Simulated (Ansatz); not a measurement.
CH3F4NW

Input

```
crystal:
  periodic: [false, false, false]
  atoms:
    - {symbol: C, position_ang: [0.741517, 1.879968, -2.509439]}
    - {symbol: F, position_ang: [2.196139, -0.544924, 0.330657]}
    - {symbol: F, position_ang: [0.449060, -2.119362, -2.429751]}
    - {symbol: F, position_ang: [-0.237443, -1.203805, -0.135615]}
    - {symbol: F, position_ang: [2.883550, -1.460449, -1.964723]}
    - {symbol: N, position_ang: [0.968879, 0.608540, -1.931384]}
    - {symbol: W, position_ang: [1.247717, -0.921007, -1.236600]}
    - {symbol: H, position_ang: [-0.251845, 1.910334, -2.985006]}
    - {symbol: H, position_ang: [1.506138, 2.092294, -3.273823]}
    - {symbol: H, position_ang: [0.787743, 2.663492, -1.736211]}
basis:
  gaussian:
    orbitals: def2-SVPD
hamiltonian:
  xc: pbe0
output: {forces: true, orbitals: {seedname: orbitals}}
```

Command:

```sh
ansatz run input.yaml --threads 2 --pin off --max-ram 6090MiB --events-out events.jsonl --progress --plain --runs-dir runs
```

Geometry: PBE0-D4/def2-SVP; core potentials replace the inner electrons of W.

These are results of isolated molecule in a Gaussian basis; Kohn-Sham density functional theory, functional PBE0 in Ansatz, not measurements.

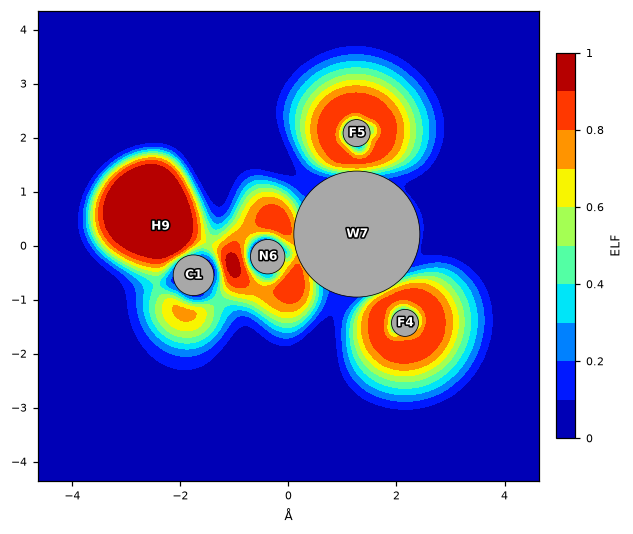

Figure 1. ELF on the plane of atoms F4, W7 and F5. Grey discs cover the atomic cores.

Question: Describe what can be read from this map.

Answer: The section cuts through C, F, N, W and H sites. C–N (1.42 Å): the ELF peaks at about 0.95 between the atoms, as expected for a covalent bond. W–N (1.70 Å): the ELF peaks at about 0.70 in the valence shell of N, 0.6 Å from its nucleus, and drops to about 0.30 between the two atoms. W–F (1.87 Å): the ELF peaks at about 0.80 in the valence shell of F, 0.5 Å from its nucleus, and drops to about 0.20 between the two atoms. C–H (1.10 Å): the ELF climbs to about 1 towards the hydrogen, as it does in any bond to H; an ordinary covalent bond to hydrogen.

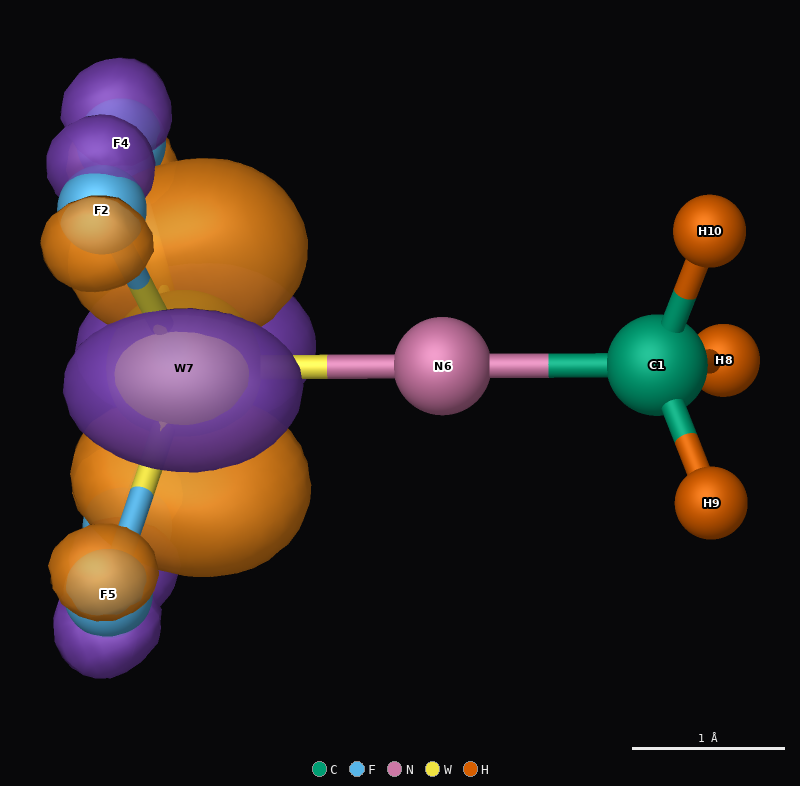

Figure 2. The LUMO at ±0.2 Å⁻³ᐟ² (orange and purple are the two phases), seen across its widest extent.

Question: Where does this orbital lie, and at what energy?

Answer: It lies mainly on W7 (about 70 %), F5 (about 5 %), F2 (about 5 %), F3 (about 5 %) and F4 (about 5 %). Its energy is −3.27 eV.
